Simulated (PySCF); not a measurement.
```yaml
atoms:
  - { symbol: C, position_ang: [2.1945, 0.9620, -0.4694] }
  - { symbol: B, position_ang: [1.1050, -0.0973, -0.9186] }
  - { symbol: C, position_ang: [0.8957, -1.4910, -0.0147] }
  - { symbol: C, position_ang: [-0.0861, -0.4790, 0.2779] }
  - { symbol: C, position_ang: [-1.5054, -0.6103, -0.1982] }
  - { symbol: C, position_ang: [-2.1752, 0.7438, -0.3386] }
  - { symbol: F, position_ang: [-2.1663, 1.4366, 0.8120] }
  - { symbol: F, position_ang: [-3.4666, 0.6260, -0.6958] }
  - { symbol: F, position_ang: [-1.5994, 1.5262, -1.2579] }
  - { symbol: H, position_ang: [3.0464, 0.9800, -1.1476] }
  - { symbol: H, position_ang: [1.7828, 1.9721, -0.4928] }
  - { symbol: H, position_ang: [2.5754, 0.7973, 0.5364] }
  - { symbol: H, position_ang: [0.7528, -0.1459, -2.0369] }
  - { symbol: H, position_ang: [0.5869, -2.3607, -0.5742] }
  - { symbol: H, position_ang: [1.6704, -1.6743, 0.7132] }
  - { symbol: H, position_ang: [0.0353, 0.1142, 1.1741] }
  - { symbol: H, position_ang: [-1.5523, -1.1102, -1.1670] }
  - { symbol: H, position_ang: [-2.1026, -1.1835, 0.5217] }
```

Geometry: GFN2-xTB.

The calculation used PySCF 2.14.0, density-fitted response routines, UKS B3LYP, pcH-1 on B C F H, non-relativistic, mean-field spin-orbit, GIAO.

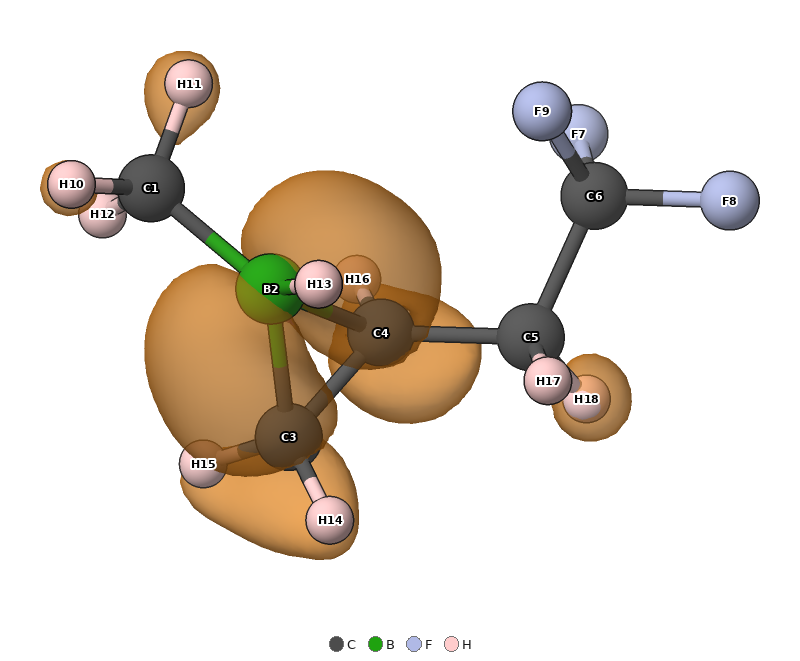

C5H9BF3 (doublet). Isosurfaces of the spin density at +0.02 (orange) and −0.02 e/Å³ (purple), seen across its widest extent.

> Which atoms carry the spin?

The unpaired spin (1 electron) lies mostly on C4 (about 0.3), C3 (about 0.2) and B2 (about 0.2), in electrons by Hirshfeld's partition.
